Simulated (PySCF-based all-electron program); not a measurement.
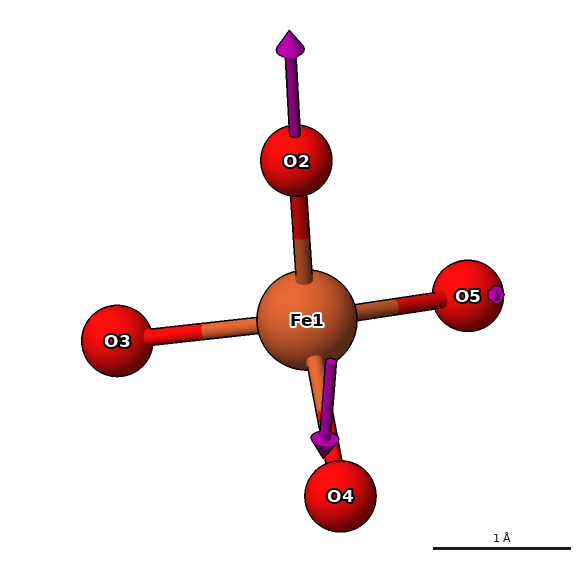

Arrows show the forces on the atoms, 0.1 Å of arrow for 1 eV/Å; forces under a tenth of the largest aren't drawn. The species is neutral and a spin singlet. Level of theory: PBE, all-electron, scalar-relativistic (X2C), large uncontracted Gaussian sets (PySCF-based all-electron program).

### On which atom is the force largest, and how large is it?

On O2: 9.54 eV/Å.

### Along which bond is the force strongest?

Fe1–O2, now 1.443 Å: the forces push its atoms apart, so a first step downhill lengthens it.

List the force components in the frame of the picture (x right, y up, z towards the viewer), in eV/Å.

| atom | Fx | Fy | Fz |
| --- | --- | --- | --- |
| Fe1 | −0.58 | −7.22 | −4.51 |
| O2 | −0.42 | 7.68 | 5.64 |
| O3 | −0.13 | −0.14 | −0.28 |
| O4 | 0.12 | −0.36 | 0.14 |
| O5 | 1.01 | 0.04 | −0.99 |
